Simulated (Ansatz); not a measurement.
# Geometry relaxation of BSiH₄O₂F (part 2 of 2)

BSiH₄O₂F, SMILES B[Si](O)(O)F; RKS PBE0-D4/def2-TZVP (Ansatz 0.2.0). The geometry: PBE-D4/def2-SVP start.

Geometry of the input (Å):
```
B  -0.5248  0.3774  -1.5548
Si 0.1975  0.1195  0.2933
O  1.1225  -1.2565  0.5281
O  -1.1632  0.0735  1.2607
F  1.1576  1.3786  0.7459
H  -0.9498  1.4602  -1.9021
H  -0.6066  -0.5414  -2.3444
H  1.9827  -1.0987  0.9554
H  -1.1273  -0.5587  2.0009
```

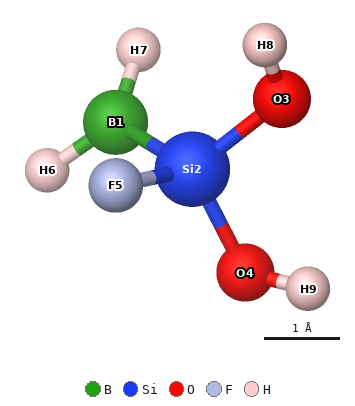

*The geometry at step 19 of the log (ball-and-stick view, seen at a tilt; atoms are numbered from 1 in the order of the input).*

## Output, continued
```
relax step  39: F+E_penalty+E_count = -15426.02456664 eV  Δ(F+E_penalty+E_count) = -3.514e-6 eV  max|allowed force component| = 5.034e-3 eV/Å  Δτ_max = 0.0013 Å  (24 SCF iters, accepted)
the calculation of the forces begins
reference -15425.88079609 eV, -566.8906632187 hartree; 24, 24 occupied and 161, 161 virtual orbitals, 1071 factors
relax step  40: F+E_penalty+E_count = -15426.02457071 eV  Δ(F+E_penalty+E_count) = -4.073e-6 eV  max|allowed force component| = 3.186e-3 eV/Å  Δτ_max = 0.0024 Å  (25 SCF iters, accepted)
1071 factors; their error is unknown
mean field -15425.88076443 eV, -566.8906620555 hartree, gradient 2.3e-5 eV, S^2 0.000000; 1 other end points of the search recorded, 0 dependent functions left out
the calculation of the forces begins
reference -15425.88079609 eV, -566.8906632187 hartree; 24, 24 occupied and 161, 161 virtual orbitals, 1071 factors
Total energy: -15426.02460236 eV, -566.8959480018 hartree
Atom 0 at    -0.435216     0.357492    -1.532794 Å, force     0.000177     0.000983     0.002643 eV/Å
Atom 1 at     0.120045     0.111776     0.377612 Å, force     0.003186     0.002128    -0.001021 eV/Å
Atom 2 at     0.892299    -1.295766     0.706443 Å, force    -0.001126     0.001785    -0.000584 eV/Å
Atom 3 at    -1.163533     0.176745     1.373675 Å, force    -0.003110     0.001522    -0.000507 eV/Å
Atom 4 at     1.140920     1.309218     0.693136 Å, force    -0.002354    -0.003170    -0.001007 eV/Å
Atom 5 at    -1.501153     0.798840    -1.838423 Å, force    -0.000550    -0.000305    -0.000161 eV/Å
Atom 6 at     0.319085     0.073559    -2.416566 Å, force     0.000917    -0.000660    -0.000750 eV/Å
Atom 7 at     1.774755    -1.419022     0.353724 Å, force     0.001489    -0.001112     0.000169 eV/Å
Atom 8 at    -1.058703    -0.159042     2.266092 Å, force     0.001371    -0.001170     0.001218 eV/Å
Dipole moment:     0.168317    -0.236330    -0.047528 e Å
```

## Trajectory as extended XYZ (Å, eV, eV/Å), 12 of the 40 frames kept, from step=1 to step=40
```
9
Properties=species:S:1:pos:R:3:forces:R:3 step=1 energy=-15425.90761
B    -0.5248    0.3774   -1.5548   -0.1761   0.0573  -0.4339
Si    0.1975    0.1195    0.2933    0.3747   0.1135   1.0531
O     1.1225   -1.2565    0.5281    0.0154   1.0367   0.1821
O    -1.1632    0.0735    1.2607    0.9527  -0.4609  -0.0833
F     1.1576    1.3786    0.7459   -0.7474  -1.0358  -0.3518
H    -0.9498    1.4602   -1.9021    0.1728  -0.4026   0.1388
H    -0.6066   -0.5414   -2.3444    0.0418   0.3480   0.3222
H     1.9827   -1.0987    0.9554   -0.5994  -0.1193  -0.3111
H    -1.1273   -0.5587    2.0009   -0.0343   0.4630  -0.5160
9
Properties=species:S:1:pos:R:3:forces:R:3 step=5 energy=-15425.99988
B    -0.5216    0.3776   -1.5498    0.0318  -0.0069  -0.0140
Si    0.1826    0.1189    0.3062   -0.0201  -0.0080   0.0094
O     1.0955   -1.2248    0.5314   -0.0043   0.0443   0.0037
O    -1.1378    0.0579    1.2658    0.0213  -0.0307  -0.0118
F     1.1192    1.3447    0.7419    0.0014   0.0225  -0.0047
H    -0.9130    1.4450   -1.9132   -0.0106   0.0204   0.0046
H    -0.5930   -0.5307   -2.3214   -0.0106  -0.0129   0.0032
H     1.9631   -1.0851    0.9143    0.0290  -0.0436  -0.0127
H    -1.1065   -0.5496    2.0077   -0.0380   0.0149   0.0223
9
Properties=species:S:1:pos:R:3:forces:R:3 step=8 energy=-15426.00391
B    -0.5066    0.3747   -1.5448   -0.0031  -0.0009   0.0051
Si    0.1687    0.1150    0.3235    0.0020   0.0285   0.0215
O     1.0876   -1.2187    0.5683   -0.0123  -0.0237   0.0084
O    -1.1651    0.0269    1.2577   -0.0063   0.0055  -0.0339
F     1.0833    1.3574    0.7635   -0.0022  -0.0191   0.0017
H    -0.8588    1.4498   -1.9275   -0.0049  -0.0020  -0.0052
H    -0.5955   -0.5448   -2.3017   -0.0064   0.0040  -0.0083
H     2.0090   -1.0918    0.7956    0.0267   0.0101  -0.0004
H    -1.1340   -0.5147    2.0484    0.0064  -0.0024   0.0112
9
Properties=species:S:1:pos:R:3:forces:R:3 step=12 energy=-15426.00505
B    -0.5001    0.3708   -1.5427    0.0132  -0.0020  -0.0055
Si    0.1679    0.1077    0.3303    0.0130   0.0000   0.0291
O     1.0786   -1.2257    0.6121   -0.0180   0.0045  -0.0056
O    -1.1784    0.0208    1.2442   -0.0085  -0.0006  -0.0094
F     1.0840    1.3489    0.7709   -0.0092  -0.0002  -0.0189
H    -0.8967    1.4374   -1.9060   -0.0020  -0.0009   0.0078
H    -0.5441   -0.5325   -2.3234   -0.0006   0.0032   0.0060
H     2.0212   -1.1025    0.7304    0.0047  -0.0017  -0.0021
H    -1.1439   -0.4711    2.0670    0.0074  -0.0023  -0.0014
9
Properties=species:S:1:pos:R:3:forces:R:3 step=15 energy=-15426.00565
B    -0.4918    0.3667   -1.5396    0.0099   0.0089   0.0365
Si    0.1680    0.1119    0.3386   -0.0227  -0.0086  -0.0420
O     1.0658   -1.2238    0.6463   -0.0709   0.0006   0.0106
O    -1.1822    0.0300    1.2473    0.0154   0.0063   0.0019
F     1.0832    1.3607    0.7566   -0.0008  -0.0096   0.0064
H    -0.9264    1.4239   -1.8848   -0.0085   0.0104  -0.0079
H    -0.4978   -0.5229   -2.3354    0.0067  -0.0132  -0.0126
H     2.0167   -1.1274    0.6858    0.0703   0.0077   0.0011
H    -1.1470   -0.4653    2.0681    0.0006  -0.0024   0.0060
9
Properties=species:S:1:pos:R:3:forces:R:3 step=19 energy=-15425.99323 accepted=F
B    -0.4648    0.3682   -1.5374   -0.1119  -0.0337   0.0326
Si    0.1685    0.1341    0.3575   -0.0222  -0.0397  -0.0142
O     1.0249   -1.2118    0.7379    1.0761   0.0114  -0.2173
O    -1.1806    0.0690    1.2710    0.0256   0.0379  -0.0254
F     1.0906    1.3901    0.7347   -0.0186  -0.0261   0.0032
H    -1.0438    1.3691   -1.8528    0.0776  -0.0616   0.0202
H    -0.3476   -0.4889   -2.3654    0.0430   0.0698   0.0285
H     1.9896   -1.2146    0.5670   -1.0782   0.0253   0.1827
H    -1.1484   -0.4615    2.0704    0.0085   0.0166  -0.0102
9
Properties=species:S:1:pos:R:3:forces:R:3 step=22 energy=-15426.00944
B    -0.4741    0.3640   -1.5387   -0.0159  -0.0346  -0.1015
Si    0.1544    0.1166    0.3514   -0.0236   0.0056   0.0151
O     1.0099   -1.2325    0.7164    0.1410   0.0089  -0.0139
O    -1.1762    0.0849    1.2919    0.0185  -0.0077  -0.0256
F     1.0976    1.3654    0.7020    0.0085  -0.0098   0.0039
H    -1.1222    1.3312   -1.8271    0.0584  -0.0987   0.0213
H    -0.2339   -0.4306   -2.4067   -0.0316   0.1180   0.0904
H     1.9618   -1.2242    0.5876   -0.1569   0.0086   0.0045
H    -1.1288   -0.4210    2.1060    0.0018   0.0098   0.0057
9
Properties=species:S:1:pos:R:3:forces:R:3 step=26 energy=-15426.01673 accepted=F
B    -0.4357    0.3542   -1.5446   -0.1249   0.0598   0.0771
Si    0.0952    0.1096    0.3774    0.1847   0.1167   0.0368
O     0.9182   -1.2598    0.7429   -0.0022  -0.0018  -0.0331
O    -1.1710    0.1414    1.3973   -0.0511   0.0526  -0.1951
F     1.0829    1.3462    0.6702   -0.0697  -0.0727  -0.0566
H    -1.3693    1.0316   -1.8610    0.0270  -0.0361   0.0363
H     0.2012   -0.1381   -2.4256    0.0516  -0.0264  -0.0202
H     1.7995   -1.3553    0.3790    0.0145  -0.0336   0.0044
H    -1.0324   -0.2760    2.2473   -0.0299  -0.0585   0.1504
9
Properties=species:S:1:pos:R:3:forces:R:3 step=29 energy=-15426.02215
B    -0.4380    0.3478   -1.5376    0.0084   0.0887  -0.0286
Si    0.1180    0.1142    0.3762    0.0204  -0.0015   0.0482
O     0.9221   -1.2654    0.7469    0.0482   0.0033  -0.0463
O    -1.1688    0.1598    1.3736    0.0509  -0.0002  -0.0767
F     1.1108    1.3428    0.6688   -0.0422  -0.0346  -0.0232
H    -1.4240    0.9646   -1.8213    0.0486  -0.0691  -0.0026
H     0.2342   -0.0727   -2.4375   -0.0618   0.0075   0.0703
H     1.7992   -1.3895    0.3782   -0.0602   0.0049   0.0305
H    -1.0650   -0.2478    2.2356   -0.0124   0.0010   0.0284
9
Properties=species:S:1:pos:R:3:forces:R:3 step=33 energy=-15426.02425
B    -0.4346    0.3565   -1.5318   -0.0100   0.0026  -0.0200
Si    0.1227    0.1171    0.3782   -0.0062  -0.0049   0.0021
O     0.9081   -1.2784    0.7240   -0.0166  -0.0097   0.0101
O    -1.1633    0.1709    1.3721   -0.0038  -0.0031   0.0053
F     1.1272    1.3304    0.6828    0.0083   0.0042   0.0041
H    -1.4711    0.8706   -1.8298    0.0244  -0.0122   0.0004
H     0.2843    0.0022   -2.4209   -0.0163   0.0102   0.0115
H     1.7827   -1.4133    0.3575    0.0169   0.0067  -0.0083
H    -1.0675   -0.2021    2.2508    0.0033   0.0063  -0.0052
9
Properties=species:S:1:pos:R:3:forces:R:3 step=36 energy=-15426.02443 accepted=F
B    -0.4367    0.3540   -1.5327    0.0234   0.0379  -0.0143
Si    0.1192    0.1107    0.3776   -0.0032  -0.0104   0.0041
O     0.8936   -1.2952    0.7078    0.0129  -0.0048  -0.0035
O    -1.1633    0.1757    1.3750   -0.0069  -0.0014   0.0087
F     1.1384    1.3101    0.6903   -0.0009  -0.0001  -0.0035
H    -1.4997    0.8030   -1.8392    0.0037  -0.0183   0.0006
H     0.3214    0.0740   -2.4159   -0.0222  -0.0082   0.0143
H     1.7748   -1.4199    0.3518   -0.0114   0.0025   0.0053
H    -1.0592   -0.1585    2.2683    0.0046   0.0027  -0.0118
9
Properties=species:S:1:pos:R:3:forces:R:3 step=40 energy=-15426.02457
B    -0.4352    0.3575   -1.5328    0.0002   0.0010   0.0026
Si    0.1200    0.1118    0.3776    0.0032   0.0021  -0.0010
O     0.8923   -1.2958    0.7064   -0.0011   0.0018  -0.0006
O    -1.1635    0.1767    1.3737   -0.0031   0.0015  -0.0005
F     1.1409    1.3092    0.6931   -0.0024  -0.0032  -0.0010
H    -1.5012    0.7988   -1.8384   -0.0006  -0.0003  -0.0002
H     0.3191    0.0736   -2.4166    0.0009  -0.0007  -0.0008
H     1.7748   -1.4190    0.3537    0.0015  -0.0011   0.0002
H    -1.0587   -0.1590    2.2661    0.0014  -0.0012   0.0012
```

## Key numbers

```json
{"quantity": "outcome", "value": "converged"}
{"quantity": "total energy", "value": "−15426.0246 eV"}
{"quantity": "mean-field energy", "value": "−15425.8808 eV"}
{"quantity": "dispersion energy", "value": "−0.1438 eV"}
{"quantity": "SCF solution under orbital rotations", "value": "stable"}
{"quantity": "largest force (length of the vector) at the end", "value": "0.004 eV/Å"}
{"quantity": "dipole moment", "value": "1.41 D"}
{"quantity": "hardware", "value": "2 threads of Arm Neoverse V2, 23 GiB of memory available, shared host"}
{"quantity": "wall time", "value": "2.7 min (CPU time 5.2 min)"}
{"quantity": "peak memory", "value": "0.41 GiB"}
```
